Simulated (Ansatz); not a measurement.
Input

```
crystal:
  lattice:
    - [4.9012342591, 0.0, 0.0]
    - [-2.4506171296, 4.2445933783, 0.0]
    - [0.0, 0.0, 2.6764498587]
  atoms:
    - { symbol: Nb, position: [0.0, 0.0, 0.0] }
    - { symbol: Fe, position: [0.3333333333, 0.6666666667, 0.0] }
    - { symbol: Fe, position: [0.6666666667, 0.3333333333, 0.0] }
    - { symbol: "N", position: [0.5, 0.0, 0.5] }
    - { symbol: "N", position: [0.5, 0.5, 0.5] }
    - { symbol: "N", position: [0.0, 0.5, 0.5] }
basis:
  ecutwfc: 420
kpoints:
  mp_grid: { grid: [12, 12, 14] }
hamiltonian:
  xc: pbe
scf:
  occupations: { method: gaussian, width: 0.1 }
output:
  forces: true
  stress: true
  eigenvalues: true
  write_density: true
  write_potential: true
  elf: true
  volumetric_format: npy
relax:
  adjacent_minimum: "off"
  f_tol: 0.01
  max_steps: 80
  cell: { stress_tol: 0.05 }
```

Launched as:

```sh
ansatz run input.yaml --threads 1 --pin off --max-ram 2560MiB --backend cpu --events-out ev --progress --plain --runs-dir out
```

Below, planes, directions and counts refer to the conventional cell (a = 4.90 Å, b = 4.90 Å, c = 2.68 Å, α = 90.00°, β = 90.00°, γ = 120.00°).

Space group P6/mmm; a structure generated by program, which may or may not match a known phase; computed without spin polarisation.

Computed with DFT PBE, scalar-relativistic, plane waves, PAW in Ansatz.

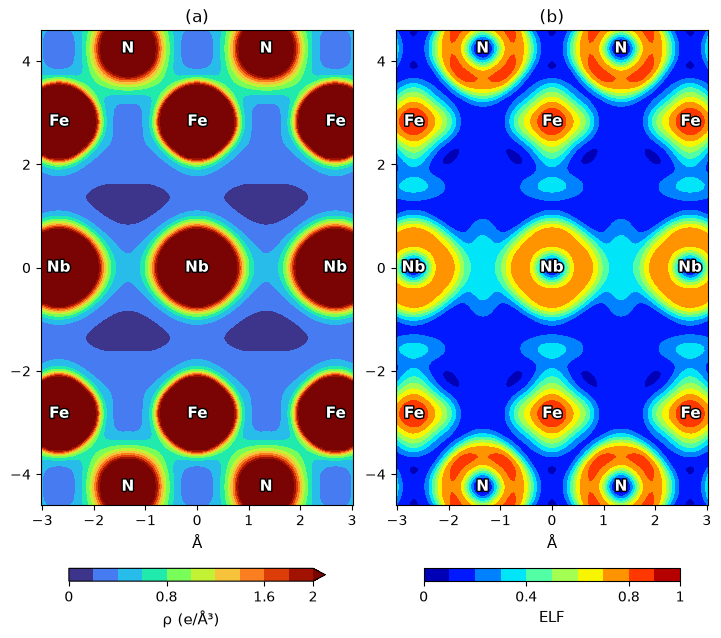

NbFe2N3. (a) valence electron density; (b) electron localisation function on the (110) plane of the conventional cell.

In a PAW calculation such maps are meaningful between the atoms, not at the nuclei.

### What do the fields say about this system?

The section cuts through Nb, Fe and N sites. Fe–N (1.95 Å): ρ at the midpoint is about 0.74 e/Å³; the ELF peaks at about 0.85 in the valence shell of N, 0.6 Å from its nucleus, and is about 0.25 at the midpoint: no shared electron pair shows on this line. Nb–Nb (2.68 Å): the density is about 0.45 e/Å³ at the midpoint; the ELF is about 0.40 at the midpoint. Between the atoms the lowest density in this plane is 0.16 e/Å³. The features right at Nb and Fe lie inside the PAW spheres, where the map follows smoothed inner orbitals and isn't to be read closely.
